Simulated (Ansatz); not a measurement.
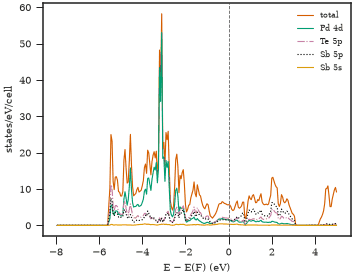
*Total and projected density of states of SbTePd in space group P2_13 (No. 198; Sb on 4a, Te on 4a, Pd on 4a), plane-wave PAW PBE (Ansatz code)*

**Question.** Which orbitals carry the states next to the Fermi level?

**Answer.** Within 0.5 eV of the Fermi level: Te 5p 32 %, Sb 5p 29 %, Pd 4d 26 %, Sb 5s 6 %. Projections are on Löwdin-orthogonalised atomic valence shells; empty p or d shells of many metals are not among them.

**Question.** Where is the tallest occupied peak in this window, and what makes it?

**Answer.** Near -3.1 eV, about 58 states/eV per cell; the largest projected share is Pd 4d.

The workflow started from a Materials Project entry (that database holds measured and hypothetical structures alike); the Crystallography Open Database files this formula in space group No. 198, but the cells were not matched. Whether it is the stable phase at ambient conditions was not checked. Symmetry was held in the PBE relaxation; its stability against distortions is not shown here. No spin polarisation was allowed. Spin–orbit coupling is left out wherever it is not named.

Potentials: the later of the program's two PAW sets.
